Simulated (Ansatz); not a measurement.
SF$_{6}$ (charge +1): geometry relaxation (part 2 of 2)

SF$_{6}$, charge +1, multiplicity 2; HF/STO-3G, UHF (Ansatz 0.2.0). The run did not end well. The starting geometry was optimised with HF/STO-3G.

Geometry of the input (Å):
```
F  -0.5975  -1.3812  0.6821
S  -0.0000  0.0000  0.0000
F  1.2294  0.0132  1.1038
F  -1.2294  -0.0132  -1.1038
F  0.5975  1.3812  -0.6821
F  -0.9282  0.9067  1.0229
F  0.9282  -0.9067  -1.0229
```

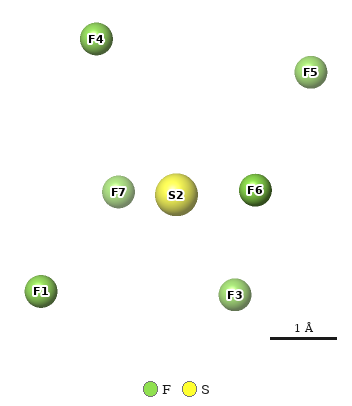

The geometry at step 18 of the log (ball-and-stick view, seen at an oblique angle; atoms are numbered from 1 in the order of the input).

**Trajectory as extended XYZ, continued**
```
7
Properties=species:S:1:pos:R:3:forces:R:3 step=7 energy=-26689.06006
F    -0.6926   -1.6009    0.7906   -0.6818  -1.2880   0.6548
S     0.0000    0.0000    0.0000    2.2820  -0.9449   0.0855
F     1.6081    0.0173    1.4438    0.3490   0.0172   0.3414
F    -1.6081   -0.0173   -1.4438   -1.5236  -0.0139  -1.3649
F     0.6926    1.6009   -0.7906    0.4705   1.3755  -0.6627
F    -1.2141    1.1860    1.3380   -1.1519   1.1218   1.2647
F     1.2141   -1.1860   -1.3380    0.2558  -0.2676  -0.3187
7
Properties=species:S:1:pos:R:3:forces:R:3 step=8 energy=-26689.72327
F    -0.7127   -1.6464    0.8137   -0.4528  -0.8875   0.4490
S     0.0482   -0.0200    0.0018    0.7223  -0.2991   0.0271
F     1.6737    0.0126    1.4921    0.1443   0.0058   0.1386
F    -1.7075   -0.0334   -1.5647   -0.4877  -0.0047  -0.4381
F     0.7119    1.6467   -0.8137    0.3361   0.9359  -0.4533
F    -1.2805    1.2708    1.4528   -0.3686   0.3592   0.4061
F     1.2668   -1.2303   -1.3819    0.1065  -0.1096  -0.1292
7
Properties=species:S:1:pos:R:3:forces:R:3 step=9 energy=-26690.01457
F    -0.7552   -1.7228    0.8539   -0.2231  -0.4314   0.2189
S     0.0897   -0.0372    0.0034    0.2234  -0.0925   0.0084
F     1.7364    0.0073    1.5366    0.0334   0.0008   0.0312
F    -1.7914   -0.0490   -1.6725   -0.1255  -0.0017  -0.1141
F     0.7385    1.7298   -0.8546    0.1613   0.4570  -0.2213
F    -1.3356    1.3438    1.5553   -0.0946   0.0928   0.1058
F     1.3175   -1.2720   -1.4222    0.0250  -0.0250  -0.0290
7
Properties=species:S:1:pos:R:3:forces:R:3 step=10 energy=-26690.12555
F    -0.8151   -1.8457    0.9227   -0.0370  -0.0637   0.0334
S     0.2686   -0.1112    0.0101    0.0127  -0.0053   0.0005
F     1.8309    0.0271    1.6323   -0.0215  -0.0056  -0.0291
F    -1.9378    0.0561   -1.6308    0.0208  -0.0017   0.0150
F     0.7874    1.8572   -0.9237    0.0211   0.0703  -0.0340
F    -1.5104    1.3718    1.5016    0.0168  -0.0139  -0.0136
F     1.3763   -1.3552   -1.5121   -0.0131   0.0199   0.0278
7
Properties=species:S:1:pos:R:3:forces:R:3 step=11 energy=-26690.14352
F    -0.8789   -1.9670    0.9883   -0.0008  -0.0158   0.0075
S     0.2349   -0.0973    0.0088    0.0470  -0.0208   0.0038
F     1.8075   -0.0374    1.4937   -0.0335  -0.0088  -0.0471
F    -1.9188    0.0170   -1.6946   -0.0035  -0.0011  -0.0056
F     0.8323    1.9863   -0.9900    0.0118   0.0135  -0.0072
F    -1.4734    1.3877    1.5675   -0.0032   0.0044   0.0065
F     1.3965   -1.2893   -1.3737   -0.0178   0.0287   0.0421
7
Properties=species:S:1:pos:R:3:forces:R:3 step=12 energy=-26690.14496
F    -0.8778   -1.9741    0.9928   -0.0060  -0.0257   0.0124
S     0.2308   -0.0959    0.0083    0.0558  -0.0255   0.0055
F     1.8093   -0.0442    1.4808   -0.0379  -0.0085  -0.0502
F    -1.9244    0.0181   -1.7013   -0.0039  -0.0011  -0.0060
F     0.8385    1.9910   -0.9933    0.0157   0.0252  -0.0129
F    -1.4788    1.3912    1.5739   -0.0031   0.0045   0.0067
F     1.4023   -1.2860   -1.3611   -0.0206   0.0311   0.0445
7
Properties=species:S:1:pos:R:3:forces:R:3 step=13 energy=-26690.15035
F    -0.8882   -1.9973    1.0068   -0.0555  -0.1124   0.0575
S     0.2493   -0.1040    0.0087    0.0755  -0.0486   0.0182
F     1.8232   -0.0491    1.4789   -0.0467  -0.0092  -0.0599
F    -1.9456    0.0321   -1.7011   -0.0009  -0.0008  -0.0028
F     0.8486    2.0150   -1.0067    0.0493   0.1348  -0.0662
F    -1.5036    1.3963    1.5720   -0.0001   0.0019   0.0040
F     1.4163   -1.2930   -1.3586   -0.0218   0.0344   0.0492
7
Properties=species:S:1:pos:R:3:forces:R:3 step=14 energy=-26690.24468
F    -0.9886   -2.1385    1.0907   -0.0584  -0.0921   0.0491
S     0.4111   -0.1731    0.0150    0.0279  -0.0050  -0.0018
F     1.9205   -0.0460    1.5464   -0.0287  -0.0155  -0.0544
F    -2.0663    0.1211   -1.6724    0.0253  -0.0027   0.0175
F     0.8828    2.1854   -1.0941    0.0256   0.0994  -0.0480
F    -1.6485    1.4181    1.5341    0.0207  -0.0161  -0.0152
F     1.4890   -1.3671   -1.4197   -0.0124   0.0319   0.0527
7
Properties=species:S:1:pos:R:3:forces:R:3 step=15 energy=-26690.24900
F    -1.0894   -2.2798    1.1724    0.0043   0.0021  -0.0017
S     0.5158   -0.2128    0.0177    0.0011  -0.0014   0.0000
F     1.9995   -0.0608    1.5734   -0.0366  -0.0194  -0.0691
F    -2.1530    0.1718   -1.6750    0.0254  -0.0031   0.0169
F     0.9159    2.3503   -1.1779    0.0015  -0.0041   0.0013
F    -1.7453    1.4436    1.5300    0.0209  -0.0158  -0.0148
F     1.5565   -1.4121   -1.4406   -0.0166   0.0417   0.0673
7
Properties=species:S:1:pos:R:3:forces:R:3 step=16 energy=-26690.28296
F    -1.0788   -2.3192    1.1869    0.0043  -0.0006  -0.0005
S     0.4073   -0.1702    0.0135    0.0246  -0.0096   0.0005
F     1.9165   -0.1145    1.4055   -0.0424  -0.0182  -0.0719
F    -2.0745    0.1103   -1.7136    0.0174  -0.0021   0.0114
F     0.9527    2.3725   -1.1906    0.0032  -0.0033   0.0007
F    -1.6503    1.4335    1.5764    0.0147  -0.0110  -0.0100
F     1.5270   -1.3125   -1.2781   -0.0218   0.0449   0.0698
7
Properties=species:S:1:pos:R:3:forces:R:3 step=17 energy=-26690.30400
F    -1.0683   -2.3538    1.1990    0.0070   0.0002  -0.0013
S     0.3335   -0.1384    0.0100    0.1747  -0.0723   0.0080
F     1.8446   -0.1711    1.2351   -0.0898   0.0376  -0.0030
F    -2.0176    0.0713   -1.7329   -0.0051  -0.0012  -0.0078
F     0.9850    2.3871   -1.2015    0.0048  -0.0050   0.0012
F    -1.5831    1.4213    1.6008   -0.0026   0.0044   0.0074
F     1.5060   -1.2165   -1.1104   -0.0889   0.0363  -0.0045
7
Properties=species:S:1:pos:R:3:forces:R:3 step=18 energy=-26690.31807
F    -1.0387   -2.3770    1.2043    0.0090   0.0021  -0.0025
S     0.3467   -0.1404    0.0097    0.2510  -0.1075   0.0131
F     1.8036   -0.1559    1.2291   -0.1345   0.0346  -0.0485
F    -2.0192    0.0663   -1.7499   -0.0069  -0.0013  -0.0096
F     1.0205    2.3748   -1.2041    0.0058  -0.0055   0.0012
F    -1.5798    1.4274    1.6176   -0.0043   0.0061   0.0096
F     1.4670   -1.1953   -1.1067   -0.1201   0.0715   0.0367
7
Properties=species:S:1:pos:R:3:forces:R:3 step=19 energy=-26690.65906
F    -1.0059   -2.3780    1.1994    0.0176   0.0036  -0.0042
S     0.5293   -0.2076    0.0130    0.4082  -0.1795   0.0435
F     1.6754   -0.1215    1.1880   -0.3262  -0.2002  -0.6870
F    -2.0193    0.0575   -1.7686    0.0023  -0.0029  -0.0042
F     1.0434    2.3426   -1.1946    0.0139  -0.0067   0.0007
F    -1.5731    1.4323    1.6368    0.0017   0.0019   0.0060
F     1.3502   -1.1254   -1.0739   -0.1175   0.3838   0.6452
7
Properties=species:S:1:pos:R:3:forces:R:3 step=20 energy=-26690.32968 accepted=F
F    -0.9646   -2.4104    1.2087    0.0110  -0.0072   0.0018
S     0.5367   -0.2215    0.0180   -5.4192   2.1563  -0.3391
F     1.6296   -0.1510    1.0875    3.1919   0.2816   3.2716
F    -2.0423    0.0563   -1.7977    0.0083  -0.0035   0.0002
F     1.0996    2.3433   -1.2063    0.0139  -0.0014  -0.0014
F    -1.5948    1.4530    1.6692    0.0071  -0.0025   0.0010
F     1.3358   -1.0697   -0.9795    2.1870  -2.4233  -2.9341
7
Properties=species:S:1:pos:R:3:forces:R:3 step=21 energy=-26690.69196
F    -0.9625   -2.3863    1.1967    0.0156  -0.0031  -0.0008
S     0.4767   -0.2016    0.0171    0.0491  -0.0170   0.0063
F     1.6389   -0.1178    1.1501   -0.0617  -0.0465  -0.1453
F    -2.0039    0.0440   -1.7852    0.0002  -0.0034  -0.0077
F     1.0831    2.3182   -1.1906    0.0131  -0.0108   0.0027
F    -1.5567    1.4357    1.6569    0.0005   0.0039   0.0086
F     1.3245   -1.0923   -1.0451   -0.0167   0.0768   0.1362
7
Properties=species:S:1:pos:R:3:forces:R:3 step=22 energy=-26690.69772
F    -0.8975   -2.4004    1.1940    0.0161  -0.0054   0.0002
S     0.4271   -0.1839    0.0160   -0.0889   0.0360  -0.0087
F     1.5951   -0.1050    1.1350    0.0419   0.0191   0.0717
F    -1.9994    0.0286   -1.8179   -0.0007  -0.0039  -0.0098
F     1.1375    2.2797   -1.1825    0.0142  -0.0111   0.0027
F    -1.5473    1.4487    1.6913    0.0003   0.0047   0.0101
F     1.2844   -1.0678   -1.0360    0.0171  -0.0395  -0.0662
7
Properties=species:S:1:pos:R:3:forces:R:3 step=23 energy=-26690.70799
F    -0.7853   -2.4392    1.2036    0.0186  -0.0034  -0.0008
S     0.3517   -0.1567    0.0159   -0.0499   0.0200  -0.0146
F     1.5267   -0.0716    1.1276    0.0212   0.0299   0.0768
F    -2.0177    0.0015   -1.9005    0.0027  -0.0046  -0.0095
F     1.2555    2.1876   -1.1724    0.0130  -0.0177   0.0058
F    -1.5549    1.4844    1.7792    0.0063   0.0008   0.0070
F     1.2240   -1.0060   -1.0534   -0.0119  -0.0250  -0.0648
7
Properties=species:S:1:pos:R:3:forces:R:3 step=24 energy=-26690.71814
F    -0.5986   -2.4896    1.2013    0.0211   0.0079  -0.0067
S     0.2245   -0.1073    0.0128   -0.1709   0.0668  -0.0184
F     1.4098   -0.0265    1.1058    0.1167   0.1083   0.3204
F    -2.0209   -0.0363   -2.0045    0.0061  -0.0057  -0.0084
F     1.4150    2.0777   -1.1483    0.0042  -0.0231   0.0104
F    -1.5380    1.5282    1.8800    0.0093  -0.0007   0.0057
F     1.1082   -0.9462   -1.0471    0.0136  -0.1535  -0.3031
7
Properties=species:S:1:pos:R:3:forces:R:3 step=25 energy=-26690.72929
F    -0.4110   -2.5400    1.2006    0.0179   0.0269  -0.0152
S     0.1016   -0.0598    0.0109   -0.1215   0.0502  -0.0078
F     1.2936    0.0244    1.0967    0.0949   0.1158   0.3262
F    -2.0202   -0.0719   -2.1184    0.0112  -0.0057  -0.0036
F     1.5648    1.9672   -1.1209   -0.0105  -0.0236   0.0136
F    -1.5145    1.5744    1.9829    0.0123  -0.0035   0.0024
F     0.9857   -0.8943   -1.0519   -0.0043  -0.1601  -0.3157
7
Properties=species:S:1:pos:R:3:forces:R:3 step=26 energy=-26690.74013
F    -0.2267   -2.5984    1.2078    0.0087   0.0444  -0.0220
S    -0.0169   -0.0162    0.0113    0.1039  -0.0297   0.0091
F     1.1742    0.0813    1.1087   -0.0648   0.0122  -0.0055
F    -2.0030   -0.1116   -2.2707    0.0168  -0.0043   0.0061
F     1.6931    1.8764   -1.0949   -0.0251  -0.0230   0.0152
F    -1.4663    1.6314    2.1083    0.0148  -0.0077  -0.0039
F     0.8456   -0.8628   -1.0705   -0.0544   0.0080   0.0010
7
Properties=species:S:1:pos:R:3:forces:R:3 step=27 energy=-26690.74238
F    -0.1276   -2.5870    1.1889    0.0020   0.0445  -0.0212
S    -0.0864    0.0090    0.0101    0.0006   0.0019   0.0023
F     1.1043    0.1010    1.1036    0.0071   0.0336   0.0967
F    -1.9754   -0.1424   -2.3412    0.0186  -0.0035   0.0101
F     1.7374    1.8093   -1.0693   -0.0258  -0.0137   0.0109
F    -1.4250    1.6540    2.1727    0.0158  -0.0100  -0.0074
F     0.7727   -0.8439   -1.0649   -0.0184  -0.0528  -0.0913
7
Properties=species:S:1:pos:R:3:forces:R:3 step=28 energy=-26690.74991
F    -0.1019   -2.5232    1.1562   -0.0039   0.0317  -0.0144
S    -0.1221    0.0152    0.0107   -0.1820   0.0546  -0.0255
F     1.0545    0.0975    1.1160    0.1123   0.0120   0.1209
F    -1.8923   -0.1846   -2.4208    0.0187  -0.0025   0.0138
F     1.6716    1.7985   -1.0480   -0.0197  -0.0102   0.0068
F    -1.3256    1.6657    2.2388    0.0156  -0.0121  -0.0110
F     0.7158   -0.8691   -1.0530    0.0589  -0.0735  -0.0906
```

**What the run reported**

| quantity | value |
| --- | --- |
| outcome | stopped at the time limit |
| wall time | 2.8 min |
| peak memory | 0.18 GiB |

The run was cut off by its time limit, so the output is incomplete.
